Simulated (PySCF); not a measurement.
## C₄H₃F₃: NMR shielding calculation

The run: NMR shielding calculation of C₄H₃F₃. Method and program: GIAO PBE0/IGLO-II NMR shielding, non-relativistic, gas phase (PySCF 2.14.0).

Some settings of this run were made unusual or wrong on purpose. The geometry comes from this level: GFN2-xTB, altered. Figures and captions count atoms from 1; the log counts them from 0 in places.

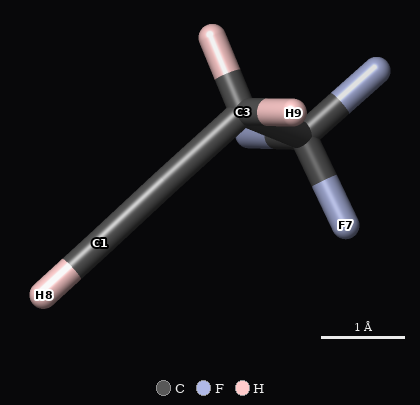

The structure (stick view, seen at a tilt; atoms are numbered from 1 in the order of the input). Bond lengths as drawn: C–C 1.08 to 1.37 Å, C–F 1.20 to 1.21 Å and C–H 0.94 to 0.98 Å.

The input
```
{"job": {"kind": "nmr", "xc": "PBE0", "basis": "IGLO-II", "pop": false, "scf": {"max_cycle": 53}}, "charge": 0, "multiplicity": 1}
C      2.052049     0.072032     0.060494
C      1.040202    -0.260414     0.212287
C     -0.199068    -0.630292     0.385700
C     -1.045282     0.433799     0.223098
F     -2.198416     0.104329     0.385495
F     -0.979988     0.915562    -0.879547
F     -0.830190     1.322959     1.007402
H      2.944797     0.349339    -0.069525
H     -0.329750    -0.985740     1.293997
H     -0.446361    -1.317384    -0.273786
```

The first line tells a small driver script what to run in PySCF; the rest is the geometry in Å.

Run on 1 CPU thread, shared host.

Run as:
```bash
OMP_NUM_THREADS=1 python <driver script> task.json out
```

The program's output
```
final grid: 95760 points
cycle   1  E = -453.0539299833  dE =  2.796e+00  |g| = 9.116e-01  |ddm| = 2.946e+00
cycle   2  E = -453.0446935926  dE =  9.236e-03  |g| = 9.815e-01  |ddm| = 9.543e-01
cycle   3  E = -453.1855565876  dE = -1.409e-01  |g| = 8.813e-02  |ddm| = 4.947e-01
cycle   4  E = -453.1866022113  dE = -1.046e-03  |g| = 4.434e-02  |ddm| = 7.288e-02
cycle   5  E = -453.1869838421  dE = -3.816e-04  |g| = 1.587e-02  |ddm| = 3.255e-02
cycle   6  E = -453.1870375854  dE = -5.374e-05  |g| = 1.996e-03  |ddm| = 9.698e-03
cycle   7  E = -453.1870383703  dE = -7.849e-07  |g| = 4.596e-04  |ddm| = 1.579e-03
cycle   8  E = -453.1870384030  dE = -3.269e-08  |g| = 1.075e-04  |ddm| = 3.455e-04
cycle   9  E = -453.1870384044  dE = -1.436e-09  |g| = 4.204e-05  |ddm| = 8.635e-05
cycle  10  E = -453.1870384046  dE = -2.403e-10  |g| = 7.271e-06  |ddm| = 3.092e-05
converged SCF energy = -453.1870384046

GIAO shielding tensors (ppm)
atom      isotropic    diamagn.    paramagn.     s11        s22        s33       span
  0 C      124.132     264.796    -140.664     49.831     56.291    266.273    216.441
  1 C      116.712     266.387    -149.675     25.243     27.098    297.793    272.551
  2 C      188.288     250.307     -62.018    173.295    184.834    206.736     33.442
  3 C       92.358     231.391    -139.033     89.924     93.365     93.785      3.861
  4 F      302.396     470.325    -167.930    243.882    317.024    346.280    102.397
  5 F      310.042     475.334    -165.292    256.646    322.455    351.026     94.380
  6 F      310.115     473.736    -163.621    256.838    322.616    350.892     94.055
  7 H       35.514      36.141      -0.627     29.767     30.022     46.752     16.985
  8 H       33.405      32.577       0.828     27.875     32.958     39.381     11.506
  9 H       33.394      32.828       0.566     27.880     32.950     39.353     11.472
```

Outcome

- outcome: converged
- total energy: −453.187038 hartree
- HOMO: −8.62 eV
- LUMO: 1.55 eV
- dipole moment: 1.55 D
- isotropic shielding, C: 92.4 to 188.3 ppm
- isotropic shielding, F: 302.4 to 310.1 ppm
- isotropic shielding, H: 33.4 to 35.5 ppm
- wall time: 19 s
- peak memory: 0.83 GiB

Some settings of this run were drawn to be unusual or wrong. It converged; results that depend on the unusual settings are not reference values.
